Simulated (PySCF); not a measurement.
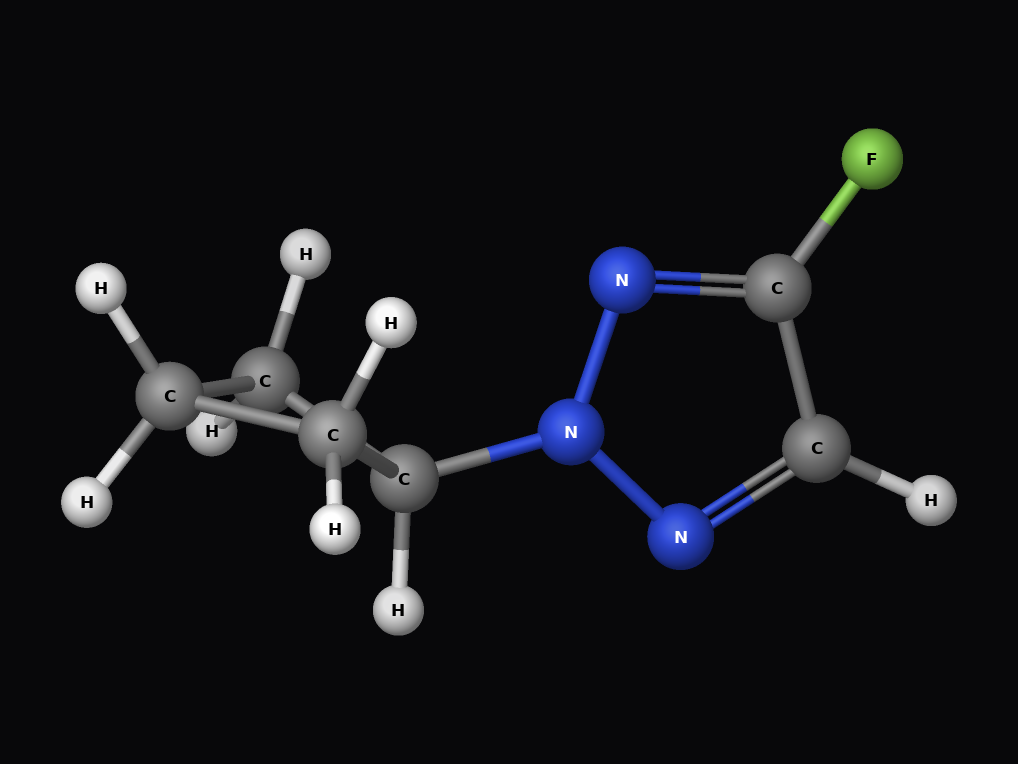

Ball-and-stick drawing of a structure.

Computed geometry: PBE0-D3(BJ)/def2-SVP optimisation. No frequency run is at hand to confirm it as a minimum.

**Give the formula.**

C6H8FN3, 18 atoms: 6 carbon, 8 hydrogen, 1 fluorine and 3 nitrogen.

**Name functional groups in it.**

Among them: C–F bond.

**Write the SMILES.**

Fc1cnn(C2CCC2)n1

**Does it have rings?**

Independent rings (smallest set): 1 of 4 members, 1 of 5 members, 1 of them aromatic.

**Count the bonded pairs by element.**

8 C–H, 5 C–C, 3 C–N, 2 N–N, 1 C–F.

The parts below concern this one geometry. Atoms keep their numbers from picture to picture.

## Geometry

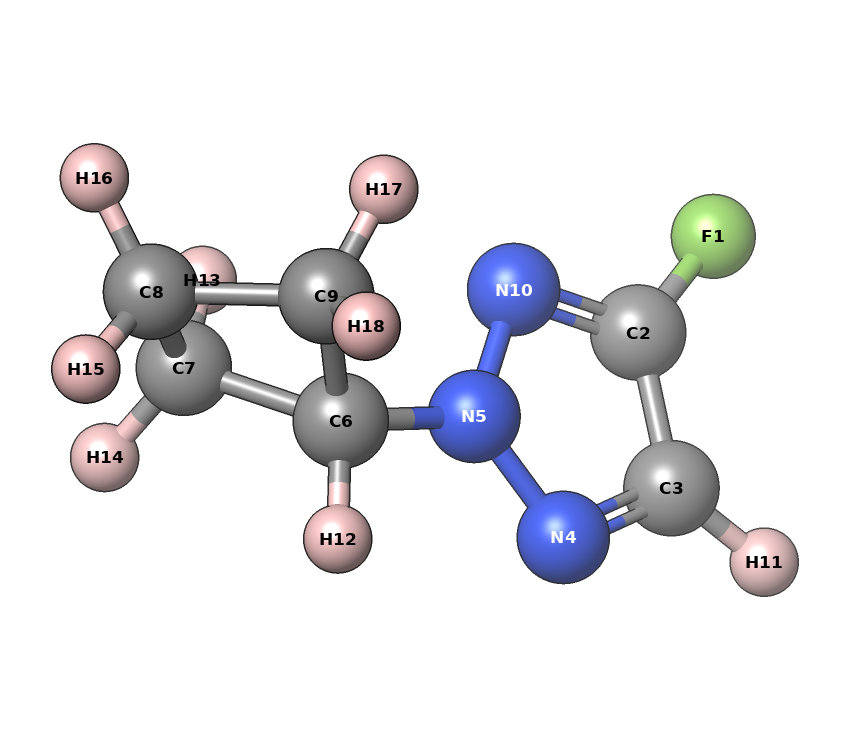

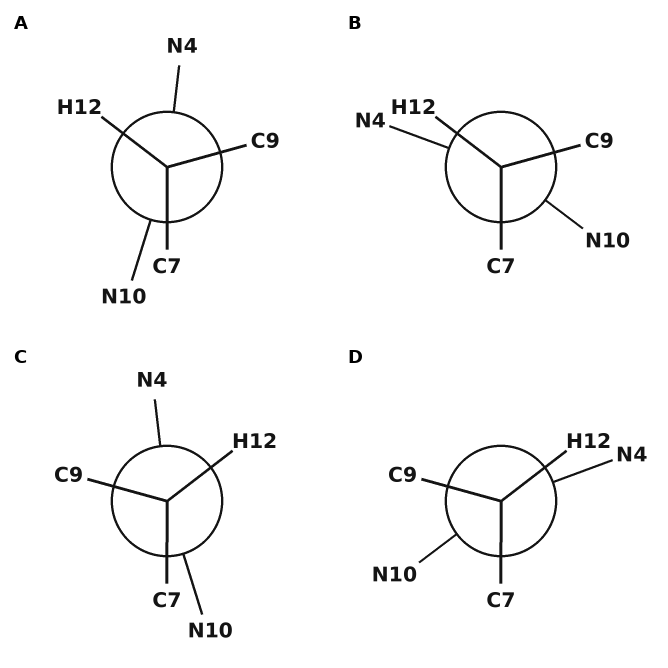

Depth is shown by fading: the farther an atom, the more it takes the colour of the background. Bonds that would overlap in a projection are set slightly apart. No frequency run is at hand to confirm it as a minimum.

**Which Newman projection shows the view along C6–N5, with C6 in front?**

D. The torsion angle C7–C6–N5–N4 is −127°, anticlinal.

## Dipole moment

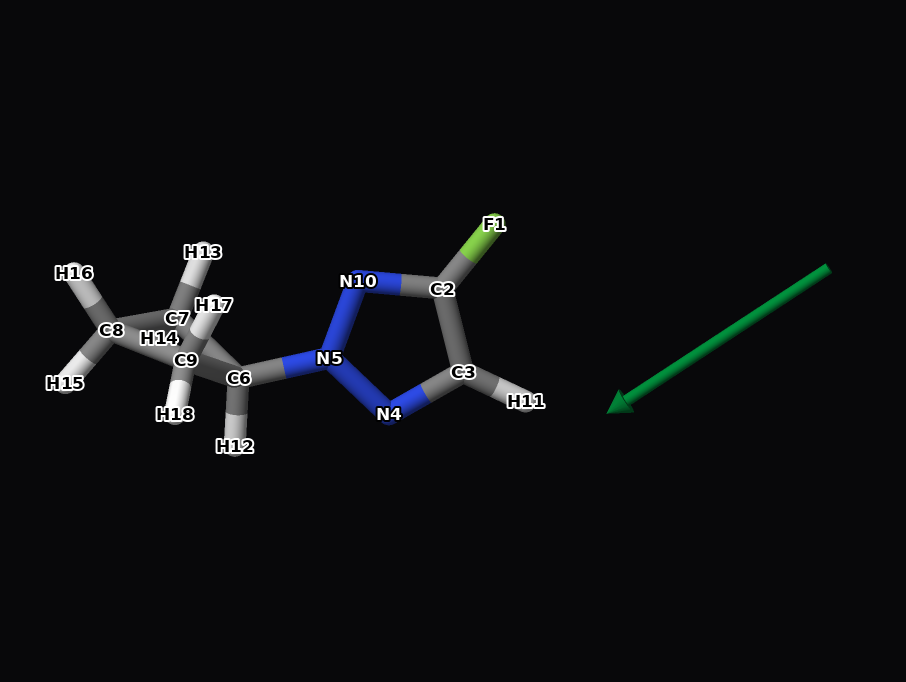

The arrow beside the molecule shows the direction of the dipole moment, from the negative to the positive end (its length means nothing). No frequency run is at hand to confirm it as a minimum. Properties computed with ωB97X-D/def2-SVPD in benzene (IEF-PCM) (PySCF 2.14.0).

**Estimate the dipole moment.**

2.04 D; it points from the side of F1 to the side of H15 (the outermost atoms at the two ends).

## Ring current

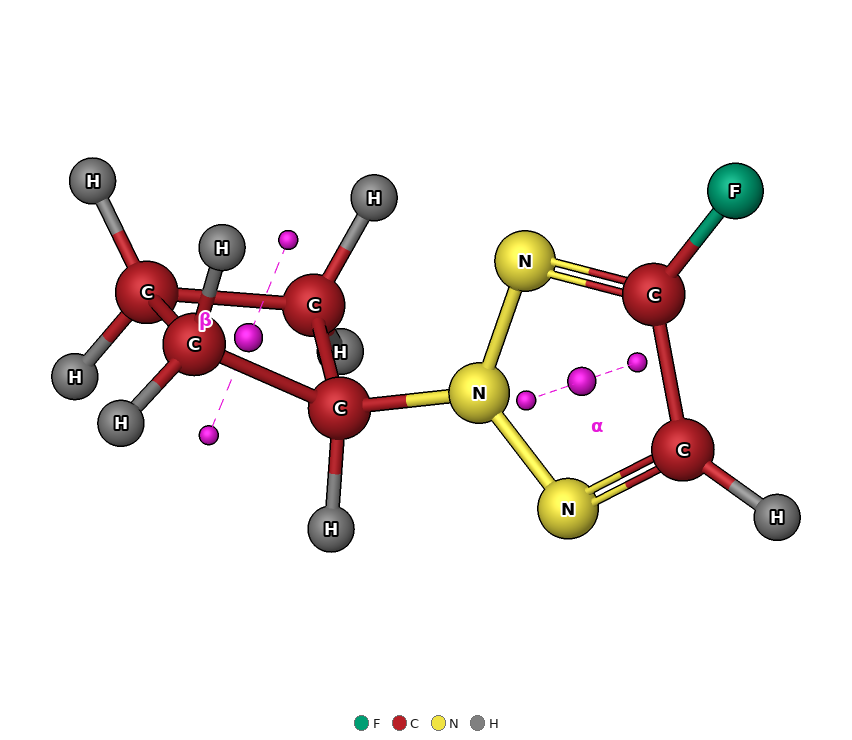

The small points mark where nucleus-independent chemical shifts (NICS) were computed: at the centre of each lettered ring and 1 Å above and below it. No frequency run is at hand to confirm it as a minimum. Method: GIAO PBE0/pcSseg-1 NMR shielding, non-relativistic, IEF-PCM benzene (PySCF 2.14.0).

Give NICS(0), NICS(1) and the out-of-plane component NICS(1)zz for each ring (means of the two sides).

```
ring  members  NICS(0)  NICS(1)  NICS(1)zz
   α     C2N3    −13.7    −12.4      −29.5
   β       C4     −3.2     −1.5        1.5
```

Values in ppm.

**What do the values say about the ring currents?**

Ring α: diatropic, as in an aromatic ring. NICS is one index among several.

## Charges

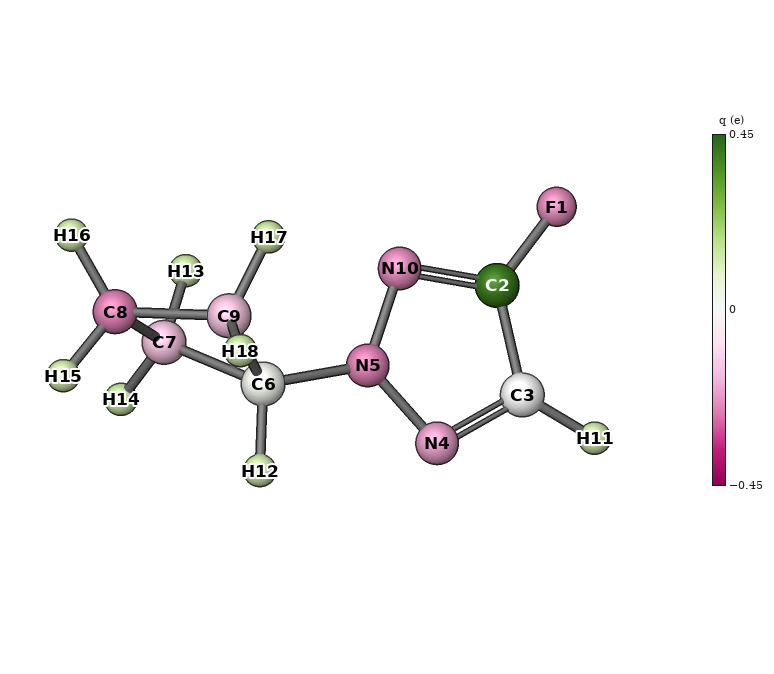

Atoms are coloured by their Mulliken charges. No frequency run is at hand to confirm it as a minimum. Level of theory: PBE0/pcSseg-1 in benzene (IEF-PCM) (PySCF 2.14.0).

**Which atom carries the highest charge (most positive or least negative)?**

C2 (0.40 e).

**And the lowest?**

N5, C8 (−0.25 e).

Give the Mulliken charges atom by atom.

```csv
atom,value (e)
F1,−0.24
C2,0.40
C3,0.00
N4,−0.21
N5,−0.25
C6,0.02
C7,−0.15
C8,−0.25
C9,−0.15
N10,−0.24
H11,0.13
H12,0.12
H13,0.14
H14,0.14
H15,0.13
H16,0.13
H17,0.14
H18,0.14
```

Mulliken values depend strongly on the basis set and can even reverse the polarity of a bond.
